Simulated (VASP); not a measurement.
Band structure of Mg3Sb2 (a-la2o3). Computed with optB88-vdW, VASP's PBE PAW potentials (set 64) (plane waves; VASP 6.6.1).

Unless said otherwise, spin-orbit coupling is left out, though it shifts the bands of the heavy elements here.

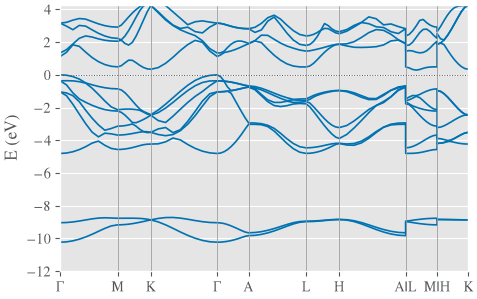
Figure: Bands along high-symmetry lines, zero at the valence-band maximum or, without a gap, the Fermi level

**Question.** Read the plot: is there a gap, and where are the band edges?

**Answer.** The gap is indirect, 0.29 eV, from the valence maximum at Γ to the conduction minimum at L-M at 0.33. (Edges off the drawn lines would not show.)

The compound is Mg3Sb2 in the a-la2o3 structure. It was relaxed first.
